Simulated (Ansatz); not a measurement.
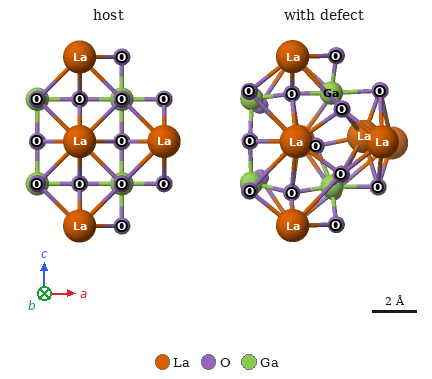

Left: perfect LaGaO$_{3}$. Right: the same region with a pair of point defects, after relaxing the atoms in a supercell of 40 sites. Style: ball-and-stick. Shown: the atoms within 4.6 Å of one point, in a slice 4.2 Å thick across the line of sight, along the b axis.

Theory: Ansatz, DFT, PBEsol, PAW, plane waves. Set-up: plane-wave cutoff 420 eV; k-point mesh 1 × 1 × 1; mesh shifted by (0.25, 0.25, 0.25); collinear spin. Fermi-Dirac smearing of 0.01 eV. The axes drawn are those of the host's conventional cell.

> What kind of defect was made?

An oxygen atom is replaced by lanthanum and an extra oxygen atom is put between the host's atoms (an interstitial), the two sites 1.9 Å apart.

The charge state of the cell is 0.

> What does the relaxation do around it?

In the host the O atom has 2 Ga at 1.93 Å; the La atom ends with 3 O at 2.22 to 2.42 Å, 1 Ga at 2.52 Å, 1 La at 2.53 Å. The O atom starts with 4 O at 1.93 to 1.94 Å, 2 La at 1.93 Å around its place and ends with 1 Ga at 2.00 Å, 3 La at 2.21 to 2.30 Å. Of the host's atoms, a lanthanum atom moves furthest from its site, by 0.76 Å. The La atom itself moves 1.22 Å from where it was put. The O atom itself moves 0.93 Å from where it was put. The cell's net moment is 1.00 μB.

Limits of the set-up: the periodic images lie only 7.7 Å apart, so the values are limited by the cell's size.
